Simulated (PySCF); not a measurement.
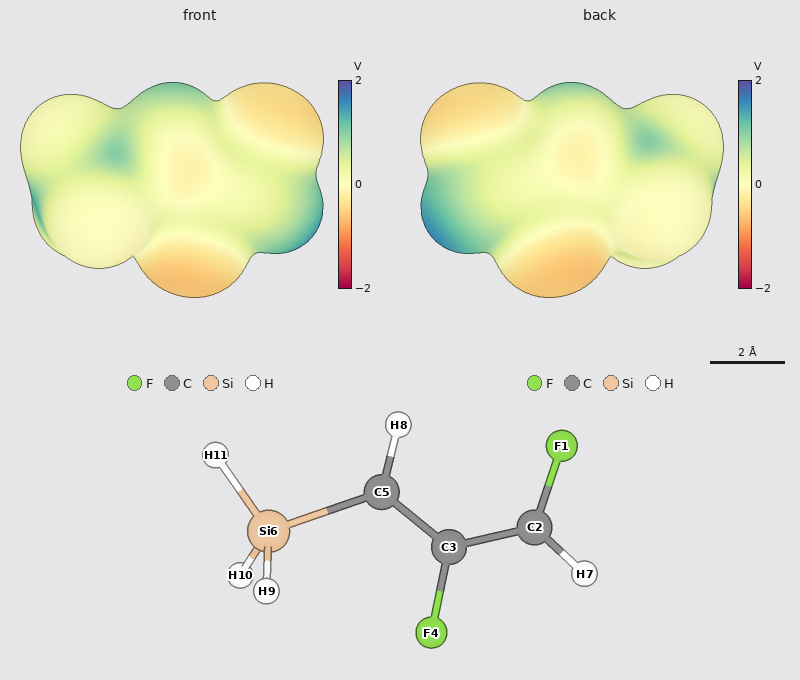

The picture shows: C$_{3}$H$_{5}$F$_{2}$Si (doublet). The electrostatic potential painted on the density surface at 0.002 e/bohr³, seen from the front and from behind; red is negative and blue positive. The bare structure is drawn below in the same view.

Geometry: GFN2-xTB.

Theory: PySCF, UKS B3LYP, pcH-1 on C F H Si, non-relativistic, mean-field spin-orbit, GIAO.

```json
{"atom": "F", "x (Å)": "2.7974", "y (Å)": "0.4220", "z (Å)": "-0.5236"}
{"atom": "C", "x (Å)": "2.1809", "y (Å)": "-0.1643", "z (Å)": "0.5063"}
{"atom": "C", "x (Å)": "0.8096", "y (Å)": "-0.2149", "z (Å)": "0.5637"}
{"atom": "F", "x (Å)": "0.3337", "y (Å)": "-0.8417", "z (Å)": "1.6701"}
{"atom": "C", "x (Å)": "-0.1048", "y (Å)": "0.2777", "z (Å)": "-0.3370"}
{"atom": "Si", "x (Å)": "-1.9520", "y (Å)": "0.1109", "z (Å)": "-0.0850"}
{"atom": "H", "x (Å)": "2.8458", "y (Å)": "-0.5722", "z (Å)": "1.2488"}
{"atom": "H", "x (Å)": "0.3127", "y (Å)": "0.7681", "z (Å)": "-1.2020"}
{"atom": "H", "x (Å)": "-2.3266", "y (Å)": "0.7811", "z (Å)": "1.1620"}
{"atom": "H", "x (Å)": "-2.2974", "y (Å)": "-1.3101", "z (Å)": "-0.0084"}
{"atom": "H", "x (Å)": "-2.5938", "y (Å)": "0.7460", "z (Å)": "-1.2358"}
```

Which sites attract a positive test charge, and which a negative one?

A positive charge is drawn to the negative regions and a negative charge to the positive ones. The most negative region (about −0.6 V) lies over F4, the most positive (about +1.5 V) over H7.
